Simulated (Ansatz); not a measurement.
## Electronic structure of BF3PSi (SMILES FB1[P][Si]1(F)F) (doublet) in real space

Input file:

```
crystal:
  periodic: [false, false, false]
  atoms:
    - symbol: B
      position_ang: [-2.095132, -0.066438, -0.745031]
    - symbol: F
      position_ang: [-2.640746, 1.013046, -1.264702]
    - symbol: F
      position_ang: [0.240855, -0.367681, 1.493112]
    - symbol: F
      position_ang: [-2.047756, -1.122903, 2.327182]
    - symbol: P
      position_ang: [-1.585251, -1.806765, -0.921782]
    - symbol: Si
      position_ang: [-1.233897, -0.801264, 0.952750]
basis:
  gaussian: {orbitals: def2-TZVPD}
magnetization: {spin_polarized: true, initial_magnetization: 1}
hamiltonian: {xc: pbe0}
output: {forces: true, orbitals: {seedname: orbitals}}
```

Command:

```sh
ansatz run input.yaml --threads 2 --pin off --max-ram 4350MiB --events-out events.jsonl --progress --plain --runs-dir runs
```

Geometry: PBE-D3(BJ)/def2-SVP.

Method: isolated molecule in a Gaussian basis; Kohn-Sham density functional theory, functional PBE0 (Ansatz).

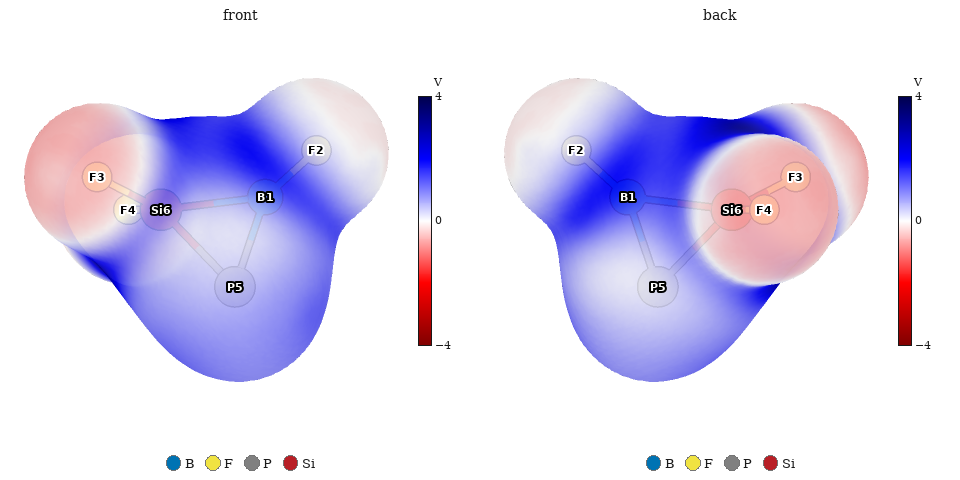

Figure 1. The electrostatic potential painted on the density surface at 0.004 e/bohr³, seen from the front and from behind; the colour scale runs from red (negative) to blue (positive).

Q: Which sites attract a positive test charge, and which a negative one?

A: A positive charge is drawn to the negative regions and a negative charge to the positive ones. The most negative region (about −0.6 V, or −14 kcal/mol for a unit charge) lies over F3 and F4, the most positive (about +3.2 V, or +74 kcal/mol for a unit charge) over Si6.

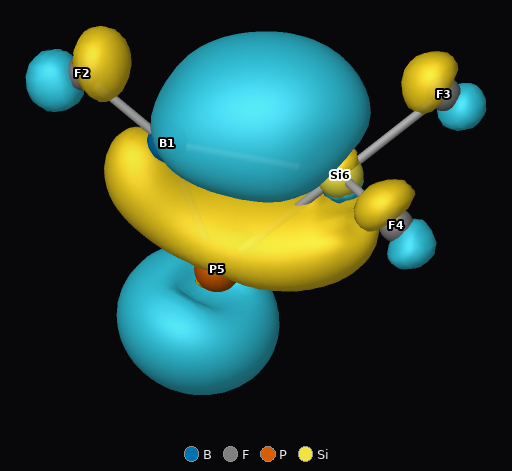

Figure 2. The LUMO (β) at ±0.15 Å⁻³ᐟ² (yellow and cyan are the two phases), seen at an oblique angle.

Q: Describe this orbital and give its energy.

A: By Hirshfeld shares it lies mainly on P5 (about 35 %), Si6 (about 30 %) and B1 (about 20 %). Its energy is −4.27 eV.

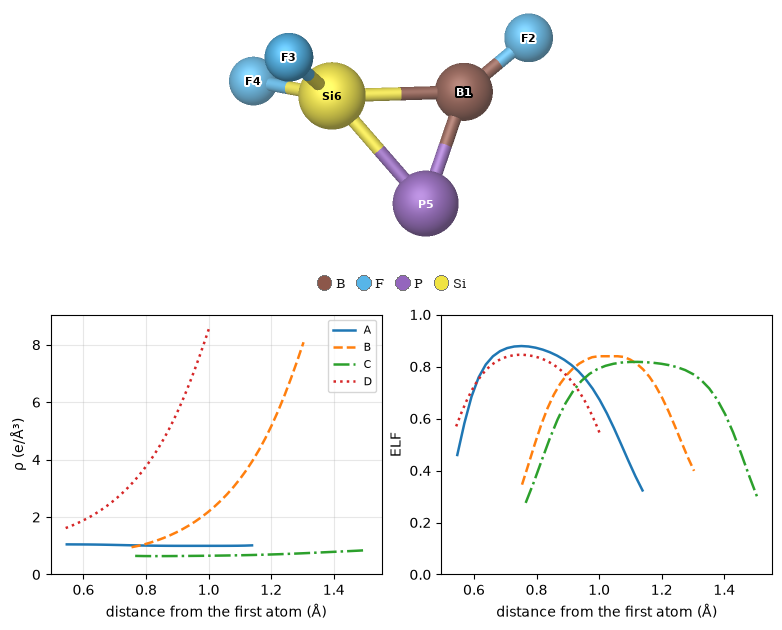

Figure 3. Electron density and ELF along straight lines between neighbouring atoms. The curves leave out the atomic cores. The structure is drawn too.

Q: Which curve belongs to which contact (B–F, B–P, Si–B and Si–F)? The first atom named is at distance zero.

A: Curve A: B–P (1.82 Å): ρ at the midpoint is about 1 e/Å³; the ELF peaks at about 0.90 between the atoms, as expected for a covalent bond. Curve B: Si–F (1.63 Å): ρ is about 1.1 e/Å³ halfway; the ELF peaks at about 0.85 in the valence shell of F, 0.6 Å from its nucleus, and is about 0.60 at the midpoint. Curve C: Si–B (2.04 Å): the density is about 0.66 e/Å³ at the midpoint; the ELF peaks at about 0.80 between the atoms (a shared electron pair). Curve D: B–F (1.32 Å): ρ at the midpoint is about 2.3 e/Å³; the ELF peaks at about 0.85 between the atoms; a polar covalent bond.

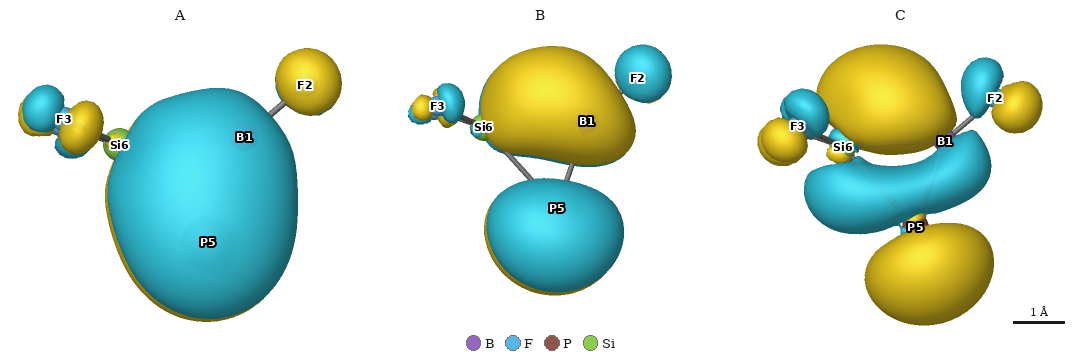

Figure 4. Three frontier orbitals at ±0.08 Å⁻³ᐟ² (yellow and cyan are the two phases), in no order.

Q: Which picture is the HOMO−1, the HOMO and the LUMO? All are α orbitals.

A: A is the HOMO−1 (α) (−7.90 eV). It lies mainly on P5 (about 60 %), B1 (about 20 %) and Si6 (about 15 %). C is the HOMO (α) (−7.34 eV). By Hirshfeld shares it lies mainly on P5 (about 40 %), Si6 (about 30 %) and B1 (about 20 %). B is the LUMO (α) (−1.59 eV). By Hirshfeld shares it lies mainly on P5 (about 45 %), B1 (about 35 %), Si6 (about 15 %) and F2 (about 5 %); π-antibonding (π*) across P5–B1.

Q: What is the gap between the highest occupied and lowest empty α orbitals?

A: 5.75 eV between the orbital energies.
